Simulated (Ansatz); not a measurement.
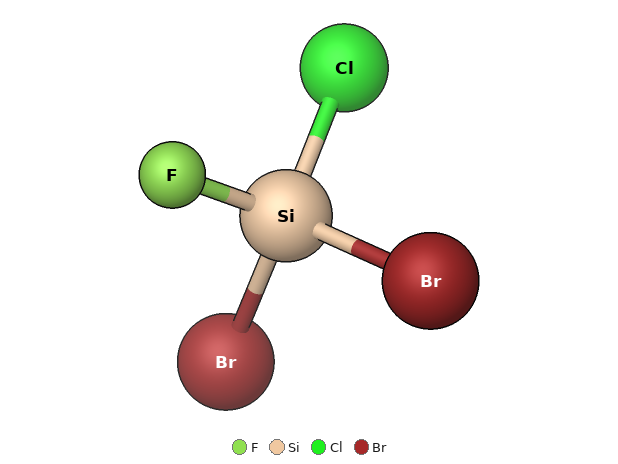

Rendered structure (ball-and-stick style).

Count the atoms of each element.

SiBr₂ClF, 5 atoms: 1 silicon, 2 bromine, 1 chlorine and 1 fluorine.

What is its SMILES?

F[Si](Cl)(Br)Br

Give the symmetry (Schoenflies symbol).

Cs.

How many bonds of each kind are drawn?

2 Br–Si, 1 F–Si, 1 Cl–Si.

More results for the same structure follow; atom numbers are the same in all pictures, views and colours differ. The computed structure is the end point of a PBE0-D4/def2-TZVP optimisation.

**Geometry**

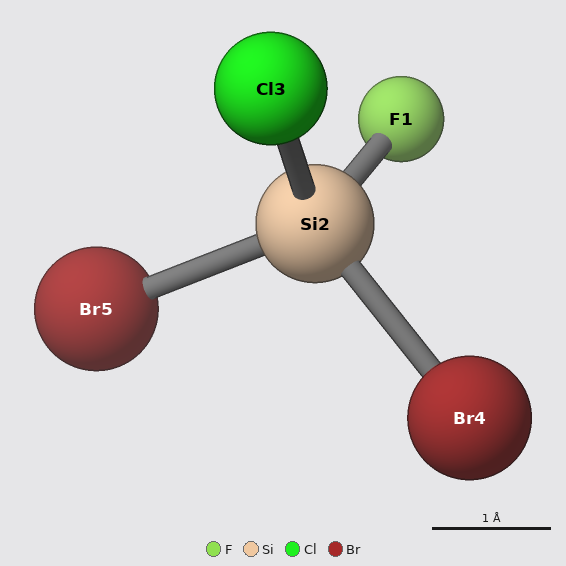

Numbered structure.

Give the bond lengths.

```json
{"bond": "F1–Si2", "length (Å)": "1.577", "order": "single"}
{"bond": "Si2–Cl3", "length (Å)": "2.018", "order": "single"}
{"bond": "Si2–Br4", "length (Å)": "2.182", "order": "single"}
{"bond": "Si2–Br5", "length (Å)": "2.182", "order": "single"}
```

**Vibrations**

Harmonic vibrations computed with RKS PBE0-D4/def2-TZVP (Ansatz 0.2.0) at a stationary point of the same level.

How many vibrational modes are there, and where do they lie?

9 modes: 111, 133, 189, 227, 242, 361, 530, 609, 934 cm⁻¹.

**Thermal motion**

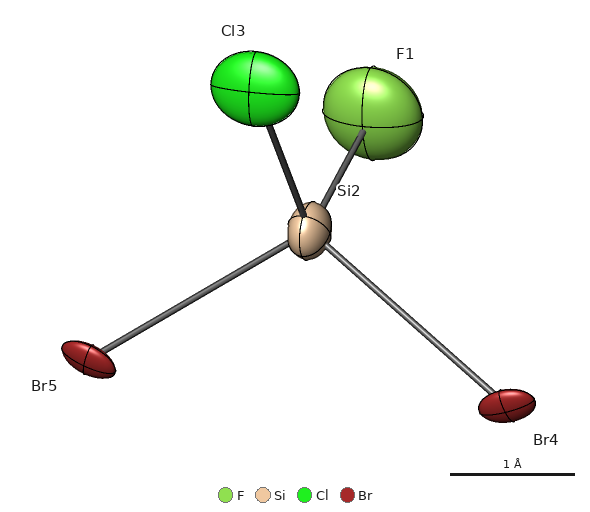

Displacement ellipsoids at the 50 % level, enlarged 3 times, from the internal vibrations of the free molecule (harmonic, no overall translation or rotation; no half-axis is drawn under 0.075 Å). Vibrations computed with RKS PBE0-D4/def2-TZVP (Ansatz 0.2.0). Temperature: 298 K.

Which atom moves most?

F1, with U_eq = 0.0062 Å².

List U_eq and the three principal root-mean-square amplitudes for each kind of atom.

```json
{"atom": "F1", "U_eq (Å²)": "0.0062", "rms amplitudes (Å)": "0.054, 0.087, 0.091"}
{"atom": "Si2", "U_eq (Å²)": "0.0022", "rms amplitudes (Å)": "0.037, 0.049, 0.052"}
{"atom": "Cl3", "U_eq (Å²)": "0.0040", "rms amplitudes (Å)": "0.032, 0.066, 0.081"}
{"atom": "Br4, Br5", "U_eq (Å²)": "0.0014", "rms amplitudes (Å)": "0.018, 0.034, 0.052"}
```

**Electronic properties**

Properties computed with RKS BLYP-D4/def2-TZVPP (Ansatz 0.2.0).

Computed properties:

- HOMO energy (Kohn–Sham orbital): −7.42 eV
- LUMO energy (Kohn–Sham orbital): −1.80 eV
- HOMO–LUMO gap: 5.62 eV
